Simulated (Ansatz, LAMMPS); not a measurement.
# Electronic structure of liquid 70B2O3-30CaO (mol %) at 2200 K (299 atoms)

Aim: energy, forces, charges and density of states of liquid 70B2O3-30CaO (mol %) at 2200 K (299 atoms) at a fixed geometry.

Method: Kohn-Sham DFT, r2SCAN, PAW (set soft_2), plane waves, in Ansatz 0.2.0.

## 1. The structure

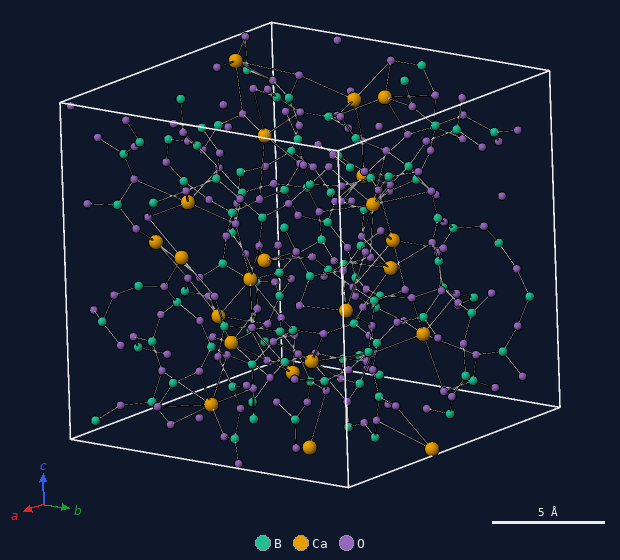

The cell as given, slightly off an axis (boron teal, calcium orange, oxygen purple). Bonds to atoms that aren't drawn are left out. Some periodic images of atoms are drawn too.

The cell holds 299 atoms: 102 B, 22 Ca and 175 O. Its edges and angles: a = 15.654 Å, b = 15.654 Å, c = 15.654 Å, α = 90.0°, β = 90.0°, γ = 90.0°. 299 atoms (102 B, 22 Ca, 175 O) placed at random at 2.2 g/cm³, melted at 3000 K for 20 ps at fixed volume with the Buckingham and Coulomb pair potential of Guillot and Sator (Geochim. Cosmochim. Acta 71, 1249 (2007)) with the boron terms of Wang et al. (J. Non-Cryst. Solids 498, 294 (2018)). Snapshot at the end of a hold of 10 ps at 2200 K and zero pressure.

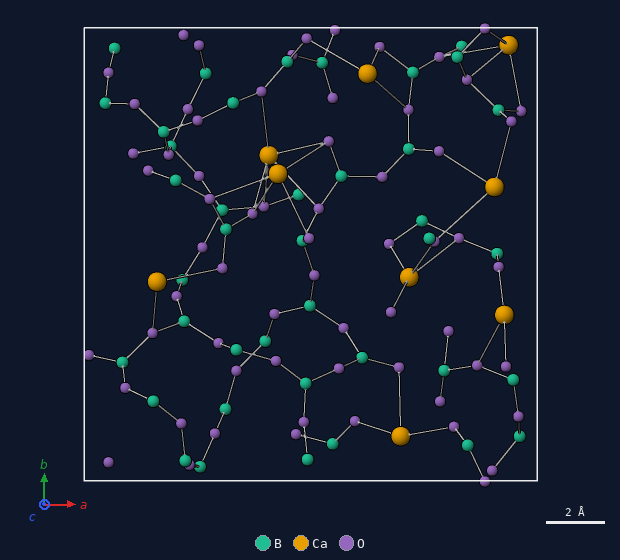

A slice 6 Å thick through the middle of the cell. Bonds to atoms that aren't drawn are left out.

Limits known from the start: The starting topology of bonds comes from the classical model, and needn't be the one that DFT or experiment would give. Sampling is at Γ alone, for a cell whose shortest periodic width is 16 Å.

## 2. The classical run that made the cell

A classical potential makes the cell, at a small fraction of what the same run would cost in DFT.

This step: classical MD, Buckingham and Coulomb pair potential of Guillot and Sator (Geochim. Cosmochim. Acta 71, 1249 (2007)) with the boron terms of Wang et al. (J. Non-Cryst. Solids 498, 294 (2018)) (LAMMPS 22 Jul 2025 - Update 4).

in.lmp reads:

```
# melt-quench of B102Ca22O175
units metal
atom_style charge
boundary p p p
region box block 0 15.3465 0 15.3465 0 15.3465
create_box 3 box
mass 1 10.8100   # B
mass 2 40.0780   # Ca
mass 3 15.9990   # O
create_atoms 1 random 102 393795 NULL overlap 1.5 maxtry 2000
create_atoms 2 random 22 393802 NULL overlap 1.5 maxtry 2000
create_atoms 3 random 175 393809 NULL overlap 1.5 maxtry 2000
pair_style buck/coul/long 9.0
pair_coeff * * 0.0 1.0 0.0
pair_coeff 1 3 206941.81 0.124 35.0018   # B-O
pair_coeff 2 3 155667.70 0.178 42.2597   # Ca-O
pair_coeff 3 3 9022.79 0.265 85.0921   # O-O
pair_coeff 1 1 484.40 0.35 0.0   # B-B
set type 1 charge 1.4175
set type 2 charge 0.945
set type 3 charge -0.945
kspace_style pppm 1.0e-4
neigh_modify delay 0 every 1 check yes
thermo_style custom step time temp pe press density
thermo_modify norm yes
timestep 0.001
thermo 100
min_style cg
minimize 1e-4 1e-4 200 2000
reset_timestep 0
velocity all create 3000 393796 mom yes dist gaussian
fix lim all nve/limit 0.05
fix lan all langevin 3000 3000 0.1 393797 zero yes
thermo 500
# [... 15 lines left out ...]
compute msd all msd com yes
thermo 2500
fix md all npt temp 2200 2200 0.1 iso 0 0 1
run 10000 post no
print "== T2200: mean square displacement over the hold $(c_msd[4]:%.2f) A^2"
unfix md
uncompute msd
write_dump all custom T2200.dump id type xs ys zs modify sort id
```

Command:

```sh
lmp -in in.lmp -log none -nocite
```

What it wrote:

```text
LAMMPS (22 Jul 2025 - Update 4)
Created orthogonal box = (0 0 0) to (15.3465 15.3465 15.3465)
Created 102 atoms
Created 22 atoms
Created 175 atoms
PPPM initialization ...
  G vector (1/distance) = 0.32102683
  grid = 12 12 12
  estimated relative force accuracy = 8.171059e-05
   Step          Time           Temp          PotEng         Press         Density
         0   0              0              1.6555562      1450706.6      2.1979956
       100   0.1            0             -10.649684     -6539.1853      2.1979956
       109   0.109          0             -10.671085     -9903.3581      2.1979956
Loop time of 0.269539 s on 1 MPI rank(s) for 109 steps with 299 atoms
Minimization stats:
  Stopping criterion = energy tolerance
  Energy initial, next-to-last, final =
      1.65555618126344  -10.6700339580429  -10.6710847184131
  Force two-norm initial, final = 808.48449 11.880017
  Iterations, force evaluations = 109 168
[... 10 lines left out ...]
     13332   13.332         3100.7528     -10.426412      25065.372      2.1979956
     16665   16.665         2836.3082     -10.440092      42076.74       2.1979956
[... 2 lines left out ...]
Loop time of 23.4705 s on 1 MPI rank(s) for 20000 steps with 299 atoms
   Step          Time           Temp          PotEng         Press         Density
[... 5 lines left out ...]
Loop time of 11.614 s on 1 MPI rank(s) for 10000 steps with 299 atoms
   Step          Time           Temp          PotEng         Press         Density
[... 4 lines left out ...]
Loop time of 12.764 s on 1 MPI rank(s) for 10000 steps with 299 atoms
   Step          Time           Temp          PotEng         Press         Density
[... 2 lines left out ...]
     45000   45             1937.6218     -10.570536     -8002.8997      2.1536027
     47500   47.5           2221.5449     -10.547635     -28311.236      2.1279836
     50000   50             2209.6013     -10.602249     -5671.7435      2.2253306
     51000   51             2244.3565     -10.556793      2948.6772      2.0708287
Loop time of 12.815 s on 1 MPI rank(s) for 10000 steps with 299 atoms
== T2200: mean square displacement over the hold 7.57 A^2
```

It took 62 s on 1 thread of Arm Neoverse V2, shared host; peak memory 0.082 GiB.

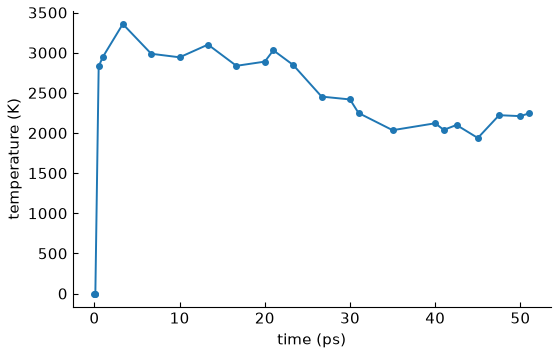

Temperature against time.

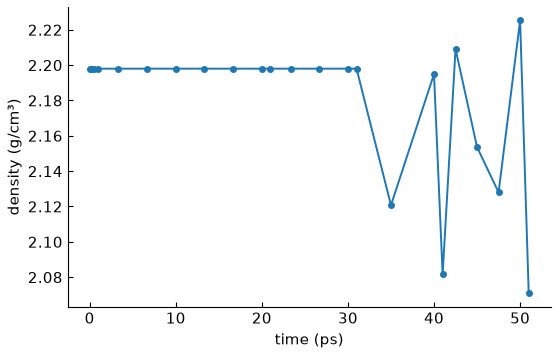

Density, plotted against time.

## 3. Plane-wave single point

One self-consistent run at the given positions yields energy and forces.

input.yaml reads:

```yaml
crystal:
  lattice:
    - [15.65442, 0.0, 0.0]
    - [0.0, 15.65442, 0.0]
    - [0.0, 0.0, 15.65442]
  atoms:
    - { symbol: B, position: [0.5055, 0.62408, 0.00819] }
    - { symbol: B, position: [0.31664, 0.90329, 0.8861] }
    - { symbol: B, position: [0.96375, 0.56429, 0.22833] }
    - { symbol: B, position: [0.32362, 0.85191, 0.0362] }
    - { symbol: B, position: [0.19097, 0.7382, 0.36392] }
    - { symbol: B, position: [0.70845, 0.58965, 0.07373] }
    - { symbol: B, position: [0.20186, 0.66301, 0.67705] }
    - { symbol: B, position: [0.94717, 0.22275, 0.47436] }
    - { symbol: B, position: [0.577, 0.06104, 0.7986] }
    - { symbol: B, position: [0.66637, 0.63682, 0.76886] }
    - { symbol: B, position: [0.33969, 0.05894, 0.78426] }
    - { symbol: B, position: [0.7256, 0.90145, 0.47507] }
    - { symbol: B, position: [0.39807, 0.7874, 0.77987] }
    - { symbol: B, position: [0.98005, 0.78197, 0.73551] }
    - { symbol: B, position: [0.04659, 0.57529, 0.96575] }
    - { symbol: B, position: [0.3127, 0.55537, 0.59873] }
    - { symbol: B, position: [0.6476, 0.39302, 0.19459] }
    - { symbol: B, position: [0.82366, 0.93545, 0.66648] }
    - { symbol: B, position: [0.56731, 0.6726, 0.51331] }
    - { symbol: B, position: [0.3044, 0.59748, 0.3459] }
    - { symbol: B, position: [0.62409, 0.3578, 0.69426] }
    - { symbol: B, position: [0.44302, 0.23163, 0.01062] }
    - { symbol: B, position: [0.5484, 0.08136, 0.34448] }
    - { symbol: B, position: [0.75347, 0.68444, 0.21057] }
    - { symbol: B, position: [0.44814, 0.92514, 0.52998] }
    - { symbol: B, position: [0.35039, 0.4674, 0.87039] }
    - { symbol: B, position: [0.96287, 0.06411, 0.05555] }
    - { symbol: B, position: [0.09919, 0.42193, 0.23739] }
    - { symbol: B, position: [0.06713, 0.62872, 0.79666] }
    - { symbol: B, position: [0.33571, 0.28899, 0.62433] }
    - { symbol: B, position: [0.17524, 0.77028, 0.541] }
    - { symbol: B, position: [0.48615, 0.38738, 0.94879] }
    [... 261 atom lines left out ...]
    - { symbol: O, position: [0.50794, 0.4535, 0.4955] }
    - { symbol: O, position: [0.57257, 0.33693, 0.4206] }
    - { symbol: O, position: [0.71468, 0.65296, 0.83959] }
    - { symbol: O, position: [0.68673, 0.93741, 0.15883] }
    - { symbol: O, position: [0.48829, 0.78834, 0.74739] }
    - { symbol: O, position: [0.48456, 0.12936, 0.60732] }
kpoints:
  mp_grid: { grid: [1, 1, 1] }
hamiltonian:
  xc: r2scan
scf:
  occupations: { method: fermi_dirac, width: 0.19 }
output:
  forces: true
  stress: true
  populations: true
  dos:
    method: { smearing: { sigma: 0.1 } }
    de: 0.1
    projected: { site_lists: { B: [B], Ca: [Ca], O: [O] } }
  eigenvalues: true
  write_density: true
  write_potential: true
  volumetric_format: npy
```

Command:

```sh
ansatz run input.yaml --threads 8 --pin off --max-ram 15872MiB --backend cpu --events-out ev --progress --plain --runs-dir out
```

What it wrote:

```text
band count auto-derived: 1126 (N_el = 1576.0; filled up to band 788; 1087 by the electrons, moments and atoms)
Engine: ansatz 0.2.0, aarch64-unknown-linux-gnu
Pseudopotentials: kind: paw
Pseudopotential: B, paw, valence charge 3, recommended cutoff 500 eV (meta_gga), B.paw.azcp
Pseudopotential: Ca, paw, valence charge 10, recommended cutoff 500 eV (meta_gga), Ca.paw.azcp
Pseudopotential: O, paw, valence charge 6, recommended cutoff 500 eV (meta_gga), O.paw.azcp
[... 6 lines on functional and potentials left out ...]
Crystal: 299 atoms, lattice volume = 3836.286 Å³
Basis set: ecut = 500 eV, 97521 PW (Γ), exchange–correlation on 480×480×480 points (64 copies of the dense FFT grid, shifted against one another)
Bands: 1126, of which v1, the nominal top of the filled ones, is band 788 counted from 1 (787 counted from 0)
Symmetry: 1 space group operations
Space group: P1 (ITA 1), of the structure as read, at distance tolerance 1.6e-4 Å
k-points: 1
[... 10 lines on functional and potentials left out ...]
Initial density: superposition of atomic densities (neutral atoms: chi_scale 0, normalization atom), corrected by the library's trained network
Initial wavefunctions: pseudopotential atomic-orbital guess
Functional: x = r2scan, c = r2scan; τ floored in thin density (d = 2e-4 eV/Å³)
SCF iter   1: F=—  HF=-155754.743960 eV  |F-HF|=—  |Δ(HF+E_count)|=         —  Δρ=1.22e-2  dr2=8.01e0  dr2_τ=2.78e1  ethr=1.77e-3  ⟨swp⟩=13.0  Hψ=6808  notcnv=0  defer=94
preconditioner: auto → Resta (q_TF=auto, 2.352 Å⁻¹)  ε∞=2.9  [insulator: Δε(μ)=2.414 eV  Ē_g=16.912 eV  σ=0.190 eV  W_gap=1.00  n_scr=846 (ndim 8)  ℏωp=23.5 eV  f_vac=0.187  D(μ)=0.11/eV (n_scr^D=0)  ε∞_Penn≈2.9]
SCF iter   2: F=—  HF=-155762.651688 eV  |F-HF|=—  |Δ(HF+E_count)|=    7.91e0  Δρ=7.35e-3  dr2=1.48e0  dr2_τ=2.67e-1  ethr=5.08e-4  ⟨swp⟩=2.0  Hψ=2059  notcnv=0  defer=145
preconditioner: auto → LDOS  [insulator: Δε(μ)=0.724 eV  Ē_g=16.727 eV  σ=0.190 eV  W_gap=0.74  n_scr=846 (ndim 8)  ℏωp=23.4 eV  f_vac=0.188  D(μ)=3.70/eV (n_scr^D=6)  ε∞_Penn≈3.0  β→1.0]
SCF iter   3: F=—  HF=-155762.460835 eV  |F-HF|=—  |Δ(HF+E_count)|=   1.91e-1  Δρ=2.53e-3  dr2=2.22e-1  dr2_τ=3.50e-2  ethr=9.38e-5  ⟨swp⟩=3.0  Hψ=2053  notcnv=0  defer=118
SCF iter   4: F=—  HF=-155762.460061 eV  |F-HF|=—  |Δ(HF+E_count)|=   7.74e-4  Δρ=1.84e-3  dr2=1.37e-1  dr2_τ=1.25e-2  ethr=1.41e-5  ⟨swp⟩=3.0  Hψ=1846  notcnv=0  defer=118
SCF iter   5: F=—  HF=-155762.432725 eV  |F-HF|=—  |Δ(HF+E_count)|=   2.73e-2  Δρ=6.37e-4  dr2=1.74e-2  dr2_τ=1.24e-3  ethr=8.70e-6  ⟨swp⟩=2.0  Hψ=1580  notcnv=0  defer=118
SCF iter   6: F=—  HF=-155762.430332 eV  |F-HF|=—  |Δ(HF+E_count)|=   2.39e-3  Δρ=3.34e-4  dr2=3.66e-3  dr2_τ=3.05e-4  ethr=1.10e-6  ⟨swp⟩=2.0  Hψ=1852  notcnv=0  defer=118
SCF iter   7: F=—  HF=-155762.430193 eV  |F-HF|=—  |Δ(HF+E_count)|=   1.40e-4  Δρ=1.16e-4  dr2=4.68e-4  dr2_τ=5.69e-5  ethr=2.32e-7  ⟨swp⟩=3.0  Hψ=1637  notcnv=0  defer=118
SCF iter   8: F=—  HF=-155762.430247 eV  |F-HF|=—  |Δ(HF+E_count)|=   5.39e-5  Δρ=5.43e-5  dr2=1.11e-4  dr2_τ=9.71e-6  ethr=2.97e-8  ⟨swp⟩=3.0  Hψ=1570  notcnv=0  defer=118
SCF iter   9: F=—  HF=-155762.430316 eV  |F-HF|=—  |Δ(HF+E_count)|=   6.91e-5  Δρ=3.45e-5  dr2=4.50e-5  dr2_τ=3.29e-6  ethr=7.06e-9  ⟨swp⟩=3.0  Hψ=1770  notcnv=0  defer=118
SCF iter  10: F=—  HF=-155762.430316 eV  |F-HF|=—  |Δ(HF+E_count)|=   7.72e-7  Δρ=1.33e-5  dr2=6.30e-6  dr2_τ=6.03e-7  ethr=2.85e-9  ⟨swp⟩=3.0  Hψ=1560  notcnv=0  defer=118
SCF iter  11: F=—  HF=-155762.430317 eV  |F-HF|=—  |Δ(HF+E_count)|=   4.46e-7  Δρ=6.83e-6  dr2=1.83e-6  dr2_τ=1.41e-7  ethr=4.00e-10  ⟨swp⟩=3.0  Hψ=1844  notcnv=0  defer=118
SCF iter  12: F=—  HF=-155762.430317 eV  |F-HF|=—  |Δ(HF+E_count)|=   2.56e-7  Δρ=3.36e-6  dr2=5.25e-7  dr2_τ=2.43e-8  ethr=1.16e-10  ⟨swp⟩=3.0  Hψ=1831  notcnv=0  defer=118
SCF iter  13: F=—  HF=-155762.430317 eV  |F-HF|=—  |Δ(HF+E_count)|=   7.65e-8  Δρ=2.31e-6  dr2=2.43e-7  dr2_τ=1.53e-8  ethr=3.33e-11  ⟨swp⟩=3.0  Hψ=1794  notcnv=0  defer=118
SCF iter  14: F=-155762.430317 eV  HF=-155762.430317 eV  |F-HF|=2.69e-8  |Δ(HF+E_count)|=   1.80e-9  Δρ=1.22e-6  dr2=6.54e-8  dr2_τ=4.18e-9  ethr=6.35e-12  ⟨swp⟩=20.0  Hψ=9998  notcnv=0
SCF 1 converged in 14 iterations: F = -155762.430317 eV  dr2 = 6.54e-8
  greatest PAW one-centre occupation: 0.995 electrons in one spin orbital (limit 2), on the Ca atom at site 116 (counted from 0), in its partial waves of l = 0
WARN: The input density's exchange-correlation potential varies sharply where the density is thin. Do not read a vacuum level from v_tot or v_xc, or from such a field of the output density. On a cell that repeats whose density bears no net charge and no dipole along the vacuum's axis use v_es (v_loc + v_h of the components); [...]
SCF converged after 14 iterations
Free energy (F): -155762.430317 eV
Harris-Foulkes:  -155762.430317 eV  (|F-HF|=2.69e-8)
Internal energy: -155761.957259 eV  (E = F + TS)
E sigma→0 (E₀):  -155762.193788 eV
Entropy (-TS):   -0.473058 eV (-1.582 meV/atom)
Fermi energy:    4.749636 eV
--- Per-component energies (eV) ---
  E_band       = -12447.297131
  E_kinetic    = 41707.644908
  E_local      = -122480.256652  (includes V_loc(G=0)·N_el)
  E_nonlocal   = 10817.026196
  E_hartree    = 45382.523173
  E_xc         = -18825.633467
  E_vxc        = -26751.772776  (∫ρ·V_xc dr)
  E_paw        = -55260.603023  (= ΣΔE_a)
  E_vpaw       = -8226.810462  (= ΣTr[D̂ρ^β])
  E_aug_tail   = 0.183729  (compensation charges beyond the density's cutoff)
  E_vtau       = 1721.646854  (kinetic-family band-sum trace: ∫τ·v_τ [+ j·A + Jᵃ·Aᵃ] dr)
  E_ewald      = -57090.516737
  E_core_change = -12.325386  (= ΣΔE_core)
  E_smearing   = -0.473058  (= −TS)
  E_closure    = -0.000000  (closes the sum)
  Σ components = -155762.430317   (vs F -155762.430317, Δ=0.00e0)
--- Forces (eV/Å), atoms counted from 1 ---
  atom   1  B     -4.48268909     3.38079445    -1.31881524
  atom   2  B      3.42053394     0.22835899    -1.10852153
  atom   3  B      1.99997850    -1.54581013     1.07760602
  atom   4  B     -1.94638184    -3.99083359    -1.48487162
  atom   5  B      0.82756519     1.66022697     4.58658472
  atom   6  B     -0.48469236    -4.70013931     6.27879993
  atom   7  B     -2.31212612     1.68854906    -1.23162919
  atom   8  B     -0.78858248    -4.09743555    -3.54554290
  atom   9  B      2.17621501    -0.92578655    -2.86653886
  atom  10  B     -0.50813078     2.11282330    -0.46219160
  atom  11  B      1.52677378    -0.73327655    -0.05181801
  atom  12  B     -4.76306759     1.13349824     0.65499203
  atom  13  B     -0.10905032     2.14304967     2.04726057
  atom  14  B      6.81799915    -2.66171323     1.70599828
[...]
atom 298  O      0.53481767     0.55339605     1.55741903
  atom 299  O      1.79855027    -0.21064568     0.33879739
  max |Σ_I F_I| component: 3.78e-4 eV/Å
--- Stress (GPa, compression-positive) ---
      -10.798520      -0.132092      -1.305126
       -0.132087     -12.317658       0.672578
       -1.305121       0.672573     -11.834544
  P = ⅓ Tr σ = -11.6502 GPa (-116.502 kbar)
--- Band table (eV) ---
  k-point 0: bands = ["-40.6711", "-40.5094", "-40.2507", "-40.0523", [... 1110 levels ...], "13.1506", "13.1577", "13.1682", "13.1808", "13.2143", "13.2259", "13.2440", "13.2627", "13.2931", "13.3022", "13.3327", "13.3634"]
--- Löwdin populations: 299 sites ---
  site symbol       q [e]
     0      B      2.2988
     1      B      2.3252
     2      B      2.3037
[...]
298      O      6.4572
  spilling = 0.010245 (of n_electrons = 1576.000000)
```

It took 5.2 min on 8 threads of Arm Neoverse V2, shared host; peak memory 14 GiB; 41 min of CPU time.

The program notes that it cut back its work space to fit the memory limit and the exchange-correlation potential is rough where the density is thin.

Read from the output:

| Property | Result |
| --- | --- |
| free energy | -155762.4303 eV |
| free energy per atom | -520.9446 eV/atom |
| SCF cycles | 14 |
| pressure | -11.65 GPa |
| r.m.s. force component | 1.906 eV/Å |
| longest force | 8.769 eV/Å |
| Fermi energy | 4.75 eV |
| spacing of highest filled and lowest empty level | 0.8845 eV |
| levels partly filled by over 2 per cent | 4 |
| spilling of the projection | 0.01025 |

Neighbours are counted within 1.83 Å (O-B), 3.12 Å (O-Ca).

Length of the force by element and coordination:

| element | coordination | atoms | mean length of the force (eV/Å) | spread | least | most |
| --- | --- | --- | --- | --- | --- | --- |
| B | all | 102 | 3.62 | 1.60 | 0.537 | 7.86 |
| B | 3 | 93 | 3.58 | 1.50 | 0.537 | 7.86 |
| B | 4 | 9 | 4.03 | 2.34 | 0.906 | 7.17 |
| Ca | all | 22 | 2.39 | 1.25 | 0.492 | 5.14 |
| Ca | 4 | 3 | 2.20 | 0.629 | 1.43 | 2.97 |
| Ca | 5 | 5 | 1.83 | 1.08 | 1.08 | 3.92 |
| Ca | 6 | 2 | 1.76 | 0.463 | 1.30 | 2.23 |
| Ca | 7 | 8 | 2.77 | 1.57 | 0.492 | 5.14 |
| Ca | 8 | 2 | 3.32 | 0.932 | 2.39 | 4.25 |
| Ca | 9 | 1 | 2.18 | 0 | 2.18 | 2.18 |
| Ca | 10 | 1 | 2.35 | 0 | 2.35 | 2.35 |
| O | all | 175 | 2.55 | 1.44 | 0.192 | 8.77 |
| O | 1 | 5 | 1.38 | 0.738 | 0.752 | 2.63 |
| O | 2 | 74 | 2.62 | 1.69 | 0.192 | 8.77 |
| O | 3 | 83 | 2.57 | 1.18 | 0.583 | 5.85 |
| O | 4 | 12 | 2.57 | 1.44 | 0.886 | 5.35 |
| O | 5 | 1 | 0.970 | 0 | 0.970 | 0.970 |

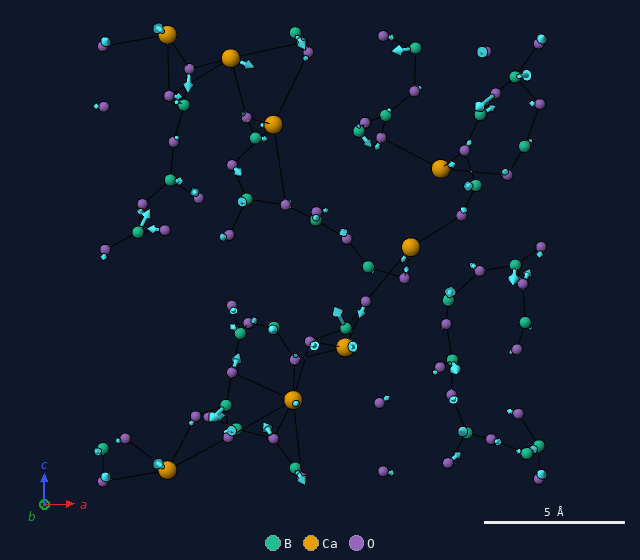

Forces as arrows; the longest in the cell is 8.77 eV/Å. Drawn is a slice 4 Å thick, seen along the normal of the ac plane. Bonds to atoms that aren't drawn are left out.

Löwdin charges by element and coordination (they lack the spilled electrons, 0.054 e an atom on average):

| element | coordination | atoms | mean charge (e) | spread | least | most |
| --- | --- | --- | --- | --- | --- | --- |
| B | all | 102 | 0.675 | 0.0572 | 0.505 | 0.792 |
| B | 3 | 93 | 0.679 | 0.056 | 0.505 | 0.792 |
| B | 4 | 9 | 0.627 | 0.0466 | 0.558 | 0.701 |
| Ca | all | 22 | 1.82 | 0.0203 | 1.77 | 1.86 |
| Ca | 4 | 3 | 1.82 | 0.0085 | 1.81 | 1.83 |
| Ca | 5 | 5 | 1.82 | 0.0139 | 1.80 | 1.84 |
| Ca | 6 | 2 | 1.78 | 0.0108 | 1.77 | 1.79 |
| Ca | 7 | 8 | 1.82 | 0.0201 | 1.80 | 1.86 |
| Ca | 8 | 2 | 1.79 | 0.0142 | 1.78 | 1.81 |
| Ca | 9 | 1 | 1.83 | 0 | 1.83 | 1.83 |
| Ca | 10 | 1 | 1.83 | 0 | 1.83 | 1.83 |
| O | all | 175 | -0.529 | 0.130 | -0.916 | -0.349 |
| O | 1 | 5 | -0.635 | 0.0588 | -0.733 | -0.552 |
| O | 2 | 74 | -0.473 | 0.0987 | -0.833 | -0.349 |
| O | 3 | 83 | -0.553 | 0.129 | -0.881 | -0.403 |
| O | 4 | 12 | -0.654 | 0.156 | -0.916 | -0.443 |
| O | 5 | 1 | -0.634 | 0 | -0.634 | -0.634 |

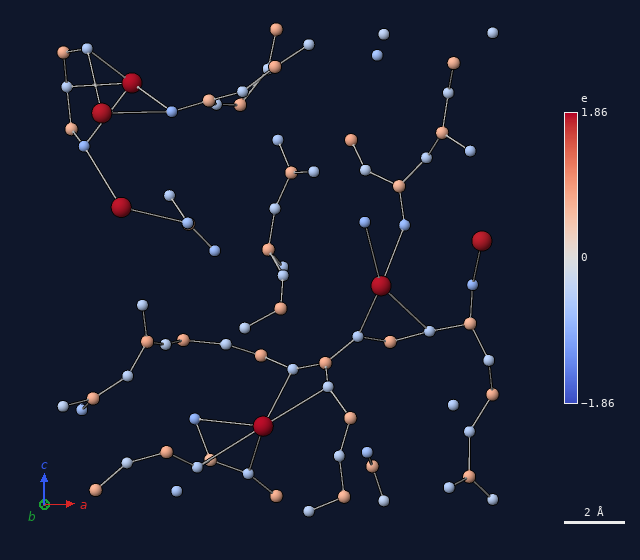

Atoms coloured by Löwdin charge. Drawn is a slice 4 Å thick, seen along the normal of the ac plane. Bonds to atoms that aren't drawn are left out.

(Continued in part 2 of 2.)

[Logs are printed without paths, hosts, clocks, repeated set-up lines and the standing remarks that a program may print on its own settings, such as how far it seeks lower states.]

[Hosts, paths, dates, database ids (printed as entryN), source tags and the programs' standing remarks are cut or masked in the printed files.]
